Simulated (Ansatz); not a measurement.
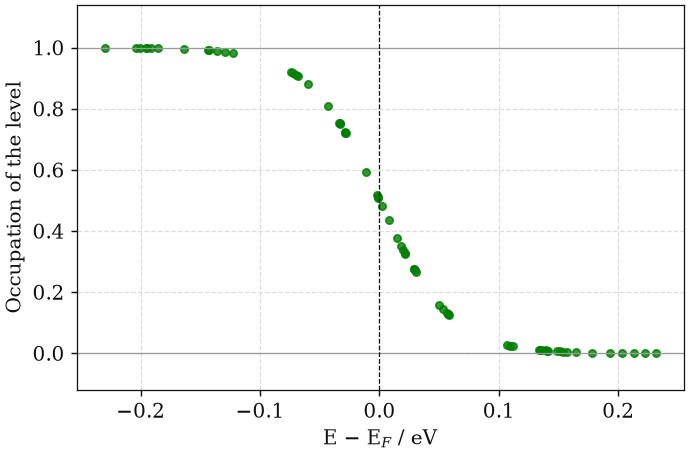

Occupations of the one-electron levels of the k mesh against their energy, from a run on LiAsCl6, space group P4/mmm, 8 atoms in the cell, TaNbAl6-123 type type, with Ansatz.

Question: Which smearing scheme was used (Fermi-Dirac, Gaussian, Methfessel-Paxton or cold), and about what width?

Answer: Fermi-Dirac smearing with a width of 0.03 eV. The occupations stay between 0 and 1 and have long exponential tails; the slope at the Fermi level is 1/(4 × width).
